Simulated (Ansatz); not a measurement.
C2H6AlNO

The calculation's input:

```
crystal:
  periodic: [false, false, false]
  atoms:
    - { symbol: C, position_ang: [-1.145, 1.0722, 0.5625] }
    - { symbol: Al, position_ang: [0.2492, -0.1111, -0.0575] }
    - { symbol: "N", position_ang: [1.3844, -0.9188, 1.2078] }
    - { symbol: C, position_ang: [0.5525, -0.4768, -1.9758] }
    - { symbol: O, position_ang: [-0.2642, 0.0226, -2.8054] }
    - { symbol: H, position_ang: [-1.1642, 1.2199, 1.6549] }
    - { symbol: H, position_ang: [-1.0172, 2.12, 0.0999] }
    - { symbol: H, position_ang: [-2.1382, 0.7279, 0.2301] }
    - { symbol: H, position_ang: [1.2684, -1.9343, 1.1971] }
    - { symbol: H, position_ang: [1.085, -0.6224, 2.189] }
    - { symbol: H, position_ang: [1.2547, -1.1563, -2.2821] }
basis:
  gaussian: { orbitals: def2-SVP }
hamiltonian:
  xc: pbe0
  dispersion: d4
relax:
  f_tol: 0.015
  max_steps: 40
output:
  orbitals: {}
```

Launched as:

```sh
ansatz run input.yaml --threads 2 --pin off --max-ram 3072MiB --backend cpu --events-out ev --progress --plain --runs-dir out
```

The fields are those of the relaxed geometry.

Level of theory: RKS PBE0-D4/def2-SVP (Ansatz).

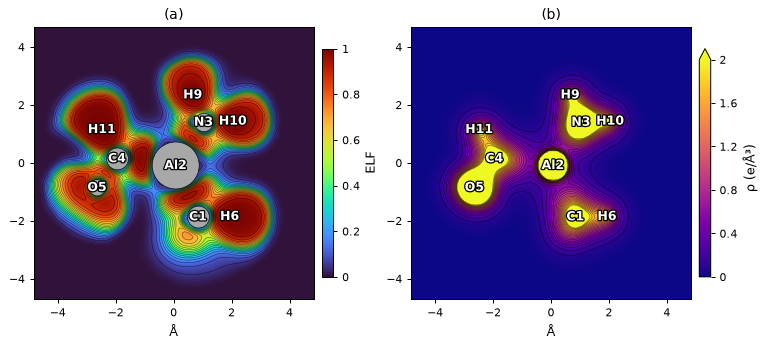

Figure 1. (a) ELF; (b) total electron density on the plane of atoms C1, Al2 and N3. Grey discs cover the atomic cores in the ELF map.

Q: What does the map show?

A:
- The section cuts through C, Al, N, O and H sites.
- C–O (1.21 Å): ρ at the midpoint is about 3.3 e/Å³; the ELF peaks at about 0.85 between the atoms (a short, multiple covalent bond).
- Al–N (1.77 Å): the density is about 0.82 e/Å³ at the midpoint; the ELF peaks at about 0.90 in the valence shell of N, 0.7 Å from its nucleus, and is about 0.60 at the midpoint.
- C–Al (1.95 Å): the density is about 0.73 e/Å³ at the midpoint; the ELF peaks at about 0.95 between the atoms (a polar covalent bond).
- N–H (1.01 Å): ρ at the midpoint is about 2.7 e/Å³; the ELF climbs to about 1 towards the hydrogen, as it does in any bond to H (an ordinary covalent bond to hydrogen).
- C–Al (2.02 Å): ρ at the midpoint is about 0.69 e/Å³; the ELF peaks at about 1 in the valence shell of C, 0.8 Å from its nucleus, and is about 0.90 at the midpoint.
- The ELF also peaks beside O5, away from the bonds: lone-pair regions.

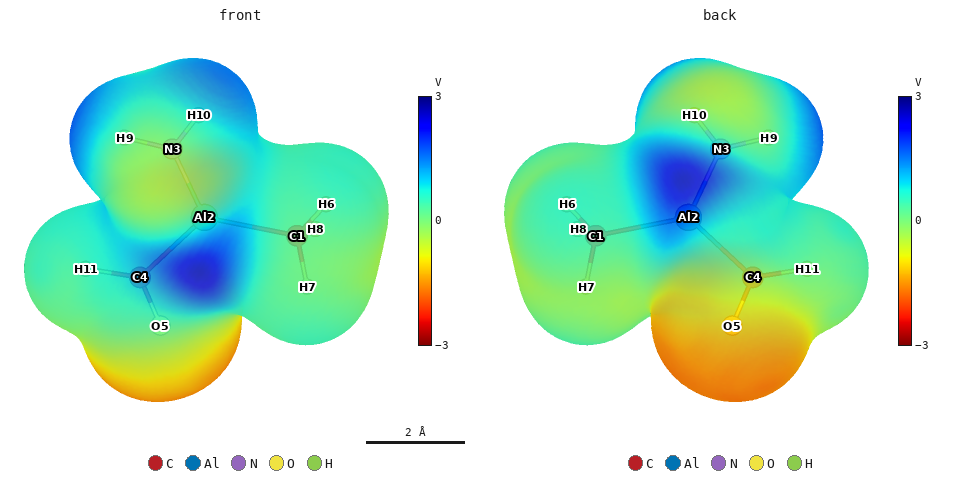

Figure 2. The molecular electrostatic potential painted on the density surface at 0.002 e/bohr³, seen from the front and from behind; the colour scale runs from red (negative) to blue (positive).

Q: Describe the electrostatic potential map.

A: The most negative region (about −1.7 V) lies over O5, the most positive (about +2.4 V) over Al2. O5 is the likeliest acceptor of a hydrogen bond.

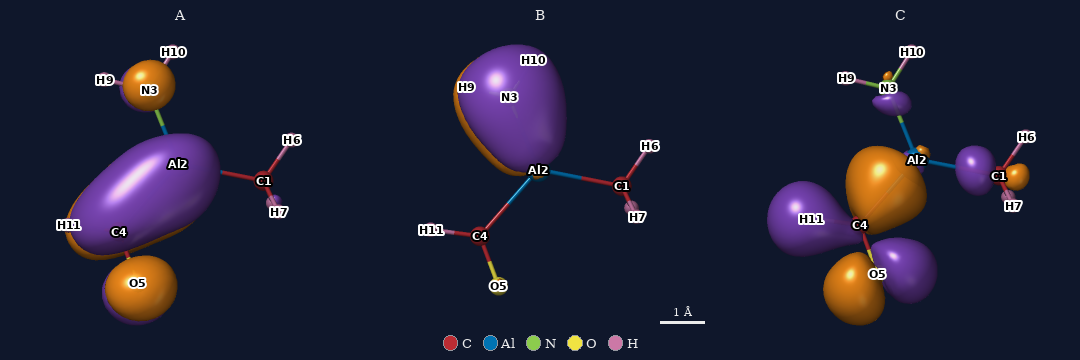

Figure 3. Three frontier orbitals at ±0.1 Å⁻³ᐟ² (orange and purple are the two phases), in no order.

Q: Which picture is the HOMO−1, the HOMO and the LUMO?

A: B is the HOMO−1 (−7.48 eV). It lies mainly on N3 (about 75 %); largely a lone pair of N3. C is the HOMO (−6.08 eV). By Hirshfeld shares it lies mainly on O5 (about 45 %), C4 (about 25 %), Al2 (about 10 %) and H11 (about 10 %). A is the LUMO (−1.41 eV). It lies mainly on C4 (about 30 %), Al2 (about 30 %) and O5 (about 25 %).

Q: What is the HOMO–LUMO gap?

A: 4.67 eV between the orbital energies.
